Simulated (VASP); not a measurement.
Band structure of KMgF3 (cubic perovskite). These are vdW-DF2, VASP's PBE PAW potentials (set 64) (plane waves; VASP 6.6.1) values and carry that method's errors.

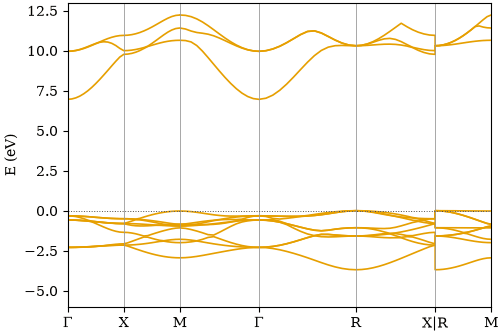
Bands along high-symmetry lines, zero at the valence-band maximum or, without a gap, the Fermi level

Task: Read the plot: is there a gap, and where are the band edges?

Result: The gap is indirect, 6.96 eV, from the valence maximum at R to the conduction minimum at Γ. (Edges off the drawn lines would not show.)

Measured: gap 12.40 eV (computed value off by -5.44 eV), as given by M. Sahnoun et al., Materials Chemistry and Physics (2004), doi:10.1016/j.matchemphys.2004.11.019.

The compound is KMgF3 in the cubic perovskite structure. It was relaxed first.
